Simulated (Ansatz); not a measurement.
A series of calculations on AlH2F

### Relaxation

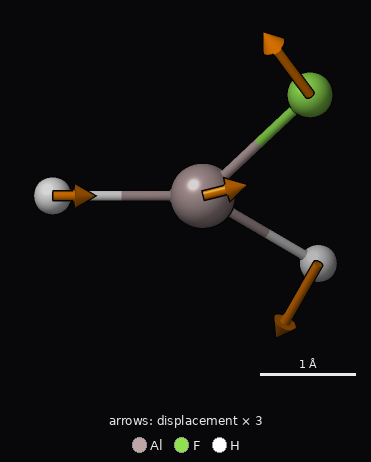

This is a relaxation of AlH₂F. The starting structure is drawn; orange arrows show the displacements, magnified 3 times. The two geometries are superimposed by the best rigid fit.

Style: ball-and-stick. Shown from a free direction.

The run prepares an end point of a later path (reaction) calculation, from a guessed geometry.

Level of theory: RKS PBE/def2-SVP in Ansatz.

The input:
```yaml
crystal:
  periodic: [false, false, false]
  atoms:
    - { symbol: Al, position_ang: [0.274178, 0.0, 0.06073] }
    - { symbol: F, position_ang: [0.728259, 0.0, 1.67085] }
    - { symbol: H, position_ang: [1.794849, 0.0, -0.23252] }
    - { symbol: H, position_ang: [-1.185186, 0.0, -0.56826] }
basis:
  gaussian: { orbitals: def2-SVP }
hamiltonian:
  xc: pbe
relax:
  f_tol: 0.03
  max_steps: 50
output:
  orbitals: {}
```

Run as
```bash
ansatz run input.yaml --threads 1 --pin off --max-ram 2048MiB --backend cpu --events-out ev --progress --plain --runs-dir out
```

### Describe the change and its energy.

After 4 accepted moves (5 points after the start) the energy has fallen by 13.6 kcal/mol. Largest force component: 1.6 eV/Å at the start, 0.00061 eV/Å at the end. The line search rejected the trial step at point 3 of the run. The atom that moves furthest after the best rigid fit is H3 (0.35 Å). By element the largest moves are H 0.35 Å, F 0.33 Å, Al 0.17 Å. Among the contacts that change: Al1–H3 1.549 → 1.592 Å, Al1–F2 1.673 → 1.681 Å. Among the angles between lasting bonds that change: F2–Al1–H3 85.2° → 116.7°, H3–Al1–H4 145.8° → 126.6°, F2–Al1–H4 129.1° → 116.7°.

### Relaxation

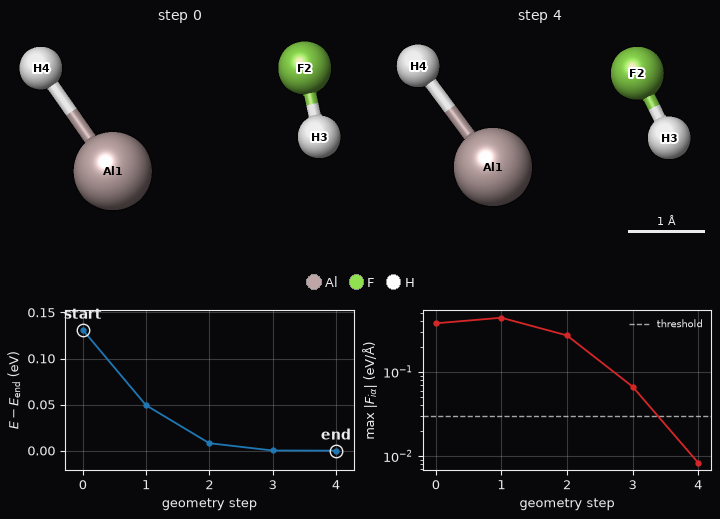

First and last geometry of a relaxation of AlH$_{2}$F, with the history of the run. The picture is a ball-and-stick view, seen face on.

The run prepares an end point of a later path (reaction) calculation, from a guessed geometry.

Method: RKS PBE/def2-SVP (Ansatz). Settings: no spin polarisation; force threshold 0.03 eV/Å; at most 50 steps.

Question: Read the history and describe the run.

Answer: It converged. The energy falls by 0.131 eV in 4 geometry steps. Largest force component: 0.38 eV/Å at the start, 0.0084 eV/Å at the end. F2 moves most after the best rigid fit: 0.37 Å. By element the largest moves are F 0.37 Å, Al 0.27 Å, H 0.23 Å. Among the contacts that change: Al1–F2 2.881 → 2.277 Å, Al1–H3 2.760 → 2.356 Å, F2–H3 0.935 → 0.955 Å. The run took 4.2 s on 1 thread of Arm Neoverse V1 (shared host), peak memory 0.098 GiB.

Limits of the set-up: the start holds two separate molecules, 2.8 Å apart at their closest, whose relative position is a soft coordinate and is computed without a dispersion correction.

### Path

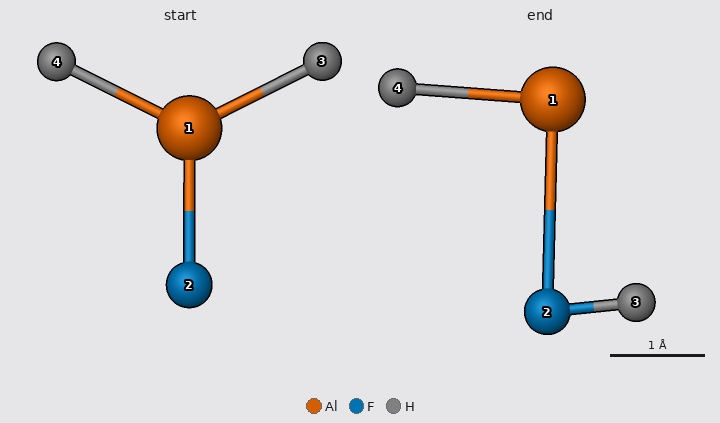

The two relaxed end points of a path for AlH₂F. The picture is a ball-and-stick view, seen face on.

Level of theory: RKS PBE/def2-SVP in Ansatz.

Run with 9 movable images; climbing image; force threshold 0.05 eV/Å; iteration limit 60.

Start:
```xyz
4

Al    0.4014    0.0000    0.1703
F     0.4443    0.0000    1.8509
H     1.8043    0.0000   -0.5815
H    -1.0380    0.0000   -0.5088
```

End:
```xyz
4

Al    0.0886    0.0000   -0.8227
F     1.0846    0.0000    1.2253
H     1.8839    0.0000    0.7023
H    -1.4450    0.0000   -0.1742
```

What barrier does the band find between them, and by what path?

Answer. The energy climbs by 69.1 kcal/mol to image 7 and then falls by 4.9 kcal/mol, so the end point sits at +64.2 kcal/mol. A hydrogen atom shifts from one atom to another. Breaking: Al1–H3 (1.59 → 1.76 at the top → 2.36 Å). Forming: F2–H3 (2.79 → 1.19 at the top → 0.96 Å). The band converged in 9 iterations, with a climbing image at the top.

Energies of the converged images:

```csv
image,path (Å),E (kcal/mol)
0,0.00,0.0
1,0.22,2.0
2,0.43,8.1
3,0.65,18.6
4,0.87,33.0
5,1.09,49.5
6,1.30,63.5
7,1.52,69.1
8,1.71,66.7
9,1.89,64.6
10,2.08,64.2
```

The geometry at the top of the path:

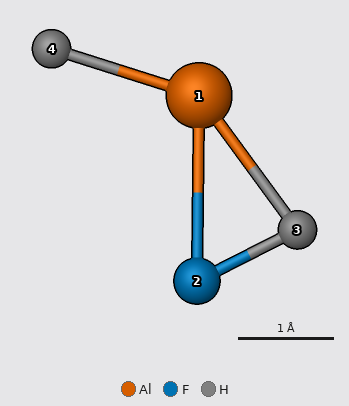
